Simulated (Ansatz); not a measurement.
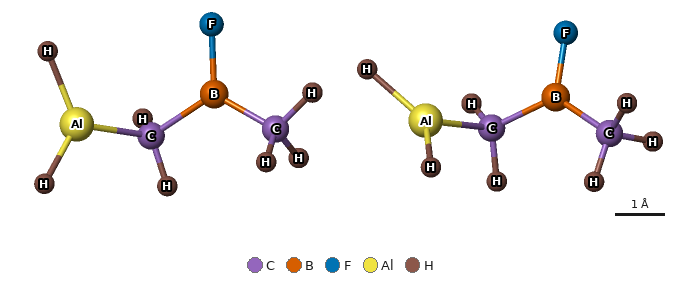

Two geometries of C₂H₇AlBF (coarse preliminary run), drawn at one scale. One is the start of a relaxation, the other its converged end. Style: ball-and-stick. Shown face on.

All numbers below come from RKS PBE-D4/def2-SVP in Ansatz 0.2.0. Settings: force threshold 0.03 eV/Å; at most 200 steps.

Which of the two is the end point?

The right one is the relaxed one. The start comes from a force field. An H atom moves most after the best rigid fit: 1.19 Å. By element the largest moves are H 1.19 Å, F 0.58 Å, C 0.25 Å, Al 0.22 Å, B 0.21 Å. Among the contacts that change: B–C 1.637 → 1.551 Å, B–F 1.432 → 1.358 Å, Al–C 1.919 → 1.977 Å, B–C 1.525 → 1.576 Å. Among the angles between lasting bonds that change: B–C–H 105.0° → 113.7°, Al–C–H 112.1° → 104.0°, B–C–H 105.3° → 111.5°. Groups turn about Al–C by about 45°, B–C by about 45°, B–C by about 25°. Over 21 accepted moves (22 points after the start) the energy falls by 41.3 kJ/mol. Largest force component: 2.5 eV/Å at the start, 0.013 eV/Å at the end. The line search rejected the trial step at point 15 of the run. The forces were under the threshold at step 16, but the run went on from there. The run took 25 s on 4 threads of AMD EPYC 7B13, with other jobs on the host.
